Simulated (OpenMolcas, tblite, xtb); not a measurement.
# A ladder of methods for CH4AlIn (SMILES [CH2]1[AlH][InH]1)

CH4AlIn: 7 atoms, total charge 0, spin state singlet. As SMILES, `[CH2]1[AlH][InH]1`. The coordinates come from a PBE0-D4/def2-TZVP relaxation.

Each level gives the dipole moment (D). The values are calculated.

```json
{"level": "IPEA1-xTB", "kind": "semi-empirical", "program": "tblite", "value (D)": "1.89"}
{"level": "GFN2-xTB", "kind": "semi-empirical", "program": "xtb", "value (D)": "1.86"}
{"level": "HF/def2-SVPD (core potential)", "kind": "Hartree–Fock", "program": "OpenMolcas", "value (D)": "0.99"}
{"level": "SVWN5/def2-SVPD (core potential)", "kind": "LDA", "program": "OpenMolcas", "value (D)": "0.47"}
{"level": "revPBE/def2-SVPD (core potential)", "kind": "GGA", "program": "OpenMolcas", "value (D)": "0.58"}
{"level": "TPSS/def2-SVPD (core potential)", "kind": "meta-GGA", "program": "OpenMolcas", "value (D)": "0.60"}
{"level": "r2SCAN/def2-SVPD (core potential)", "kind": "meta-GGA", "program": "OpenMolcas", "value (D)": "0.56"}
{"level": "PBE0/def2-SVPD (core potential)", "kind": "global hybrid", "program": "OpenMolcas", "value (D)": "0.71"}
```

The values span 0.47 to 1.89 D. Magnitudes only.

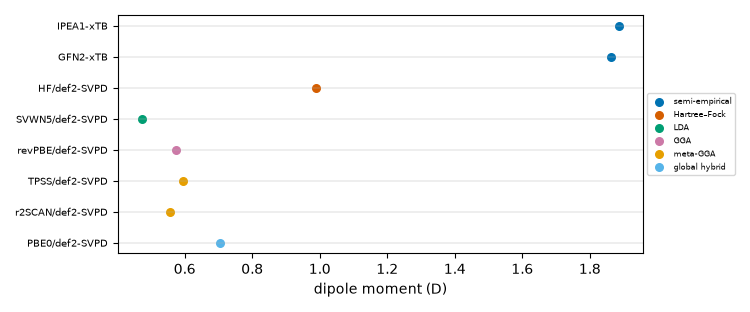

The values of the table, level by level.
